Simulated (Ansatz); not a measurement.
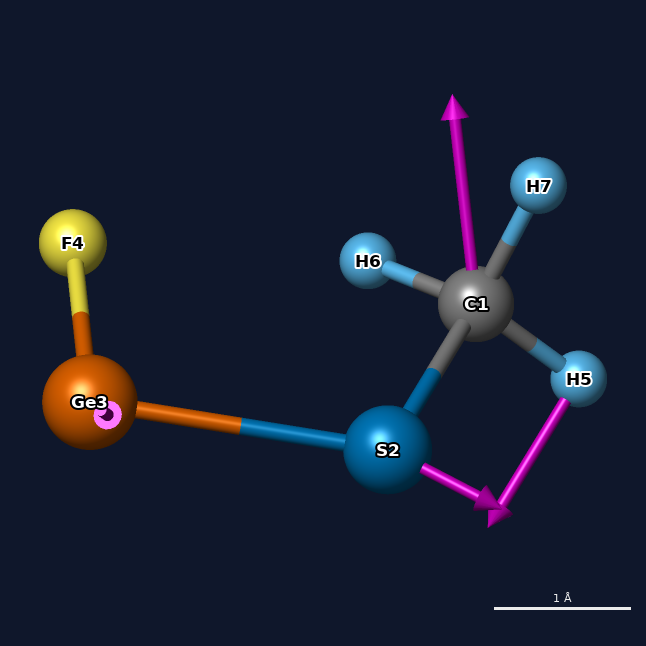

Arrows show the forces on the atoms, 20 Å of arrow for 1 eV/Å; forces under a tenth of the largest aren't drawn. Level of theory: PBE0-D4/def2-TZVP (Ansatz 0.2.0).

On which atom is the force largest, and how large is it?

On C1: 0.07 eV/Å.

List the force components in the frame of the picture (x right, y up, z towards the viewer), in eV/Å.

| atom | Fx | Fy | Fz |
| --- | --- | --- | --- |
| C1 | −0.01 | 0.06 | 0.00 |
| S2 | 0.03 | −0.02 | 0.01 |
| Ge3 | 0.00 | 0.00 | −0.02 |
| F4 | 0.00 | 0.00 | 0.00 |
| H5 | −0.03 | −0.05 | 0.01 |
| H6 | 0.00 | 0.00 | 0.00 |
| H7 | 0.00 | 0.00 | 0.00 |
